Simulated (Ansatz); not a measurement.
**HfS2 (triplet): density, localisation and related maps**

```xyz
3

Hf    0.2811    0.8143   -0.6149
S    -1.6857   -0.0394    0.0881
S     1.4046   -0.7749    0.5268
```

Geometry: PBE0-D4/def2-TZVP; core potentials replace the inner electrons of Hf.

Method: Ansatz 0.2.0, UKS PBE0-D4/def2-TZVP.

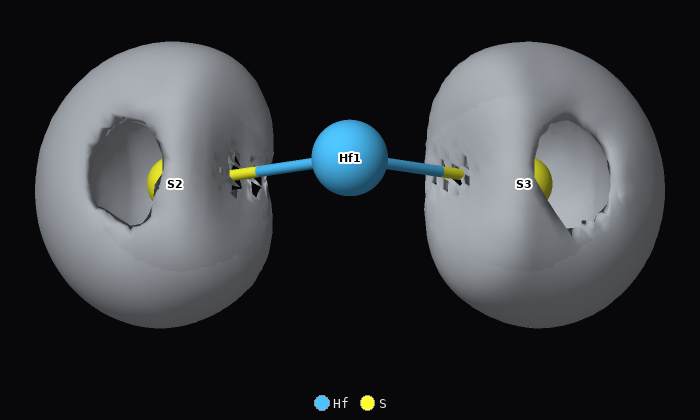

Figure 1. Isosurface of the electron localisation function at 0.8 (grey), seen from one side. Core shells and regions of very low density are left out.

Describe the localisation domains.

Answer. The surface consists of two rings or bowls of non-bonding electrons around S. Along the contacts the grid gives the following. Hf–S (2.26 Å): the ELF peaks at about 0.85 in the valence shell of S, 0.8 Å from its nucleus, and is about 0.50 at the midpoint.

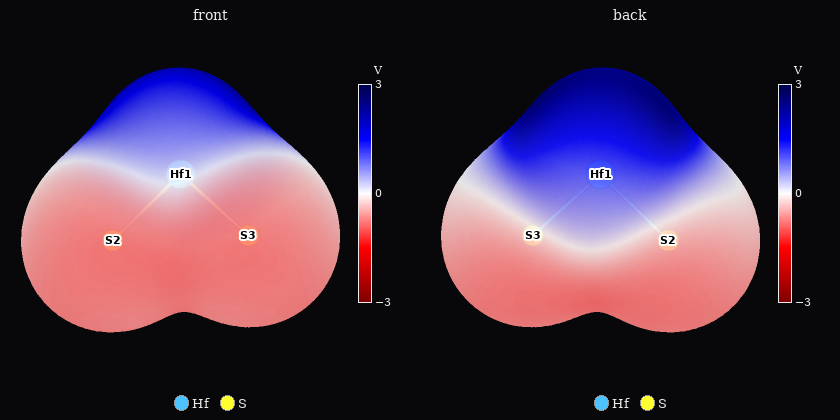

Figure 2. The electrostatic potential painted on the density surface at 0.001 e/bohr³, seen from the front and from behind; the colour scale runs from red (negative) to blue (positive).

Where is the surface potential most negative and most positive?

Answer. The most negative region (about −0.8 V, or −18 kcal/mol for a unit charge) lies over S2 and S3, the most positive (about +2.6 V, or +60 kcal/mol for a unit charge) over Hf1.

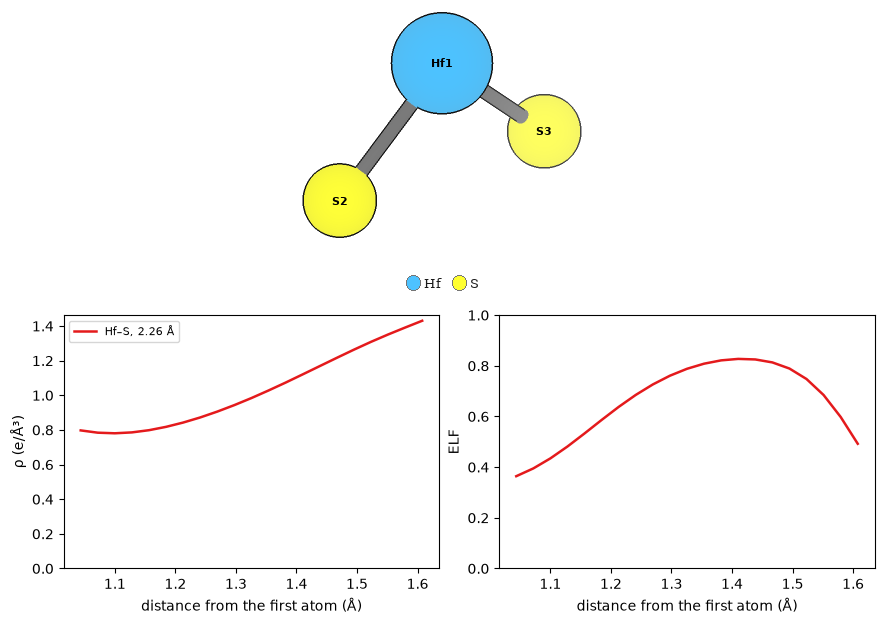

Figure 3. Electron density and ELF along straight lines between neighbouring atoms. The curves leave out the atomic cores. The structure is drawn too.

What can be read from the curves?

Answer. Hf–S (2.26 Å): ρ at the midpoint is about 0.79 e/Å³; the ELF peaks at about 0.85 in the valence shell of S, 0.8 Å from its nucleus, and is about 0.50 at the midpoint.

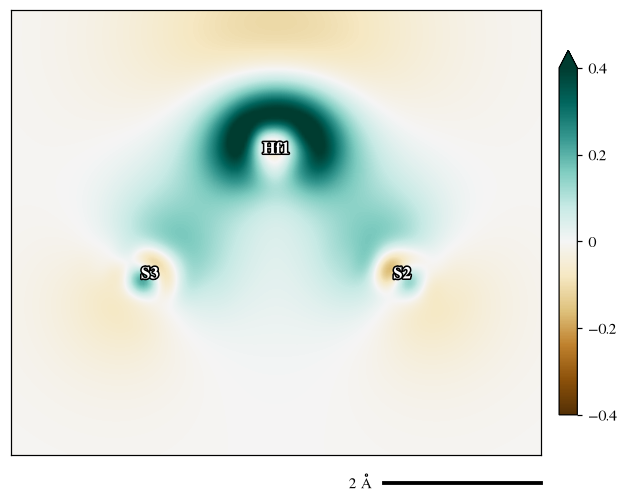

Figure 4. The HOMO (α) on the molecular plane (values in Å⁻³ᐟ²; the overall sign is arbitrary).

Where does this orbital lie, and at what energy?

Answer. It lies mainly on Hf1 (about 90 %). Its energy is −5.60 eV.
